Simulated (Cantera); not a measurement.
Charge: 1 mol Pb, 0.18 mol N2, held at 133 Pa.

Cantera equilibrium calculation (NASA polynomials, part measured and part estimated; ideal gas, pure solids and liquids). Candidate condensed phases: Pb; 4 gas species. Rates play no part.

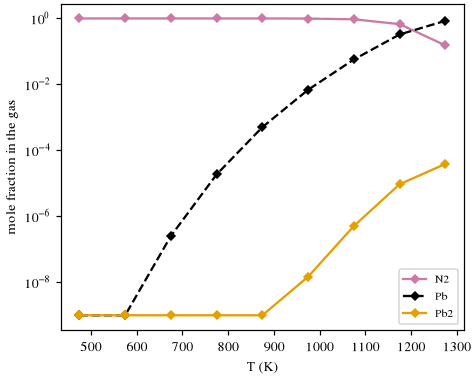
*Equilibrium gas composition (values under 1e-9 drawn at 1e-9)*

From 475 K to 575 K the condensed part is Pb(s). From 675 K to 1175 K the condensed part is Pb(l). At 1275 K nothing is condensed.
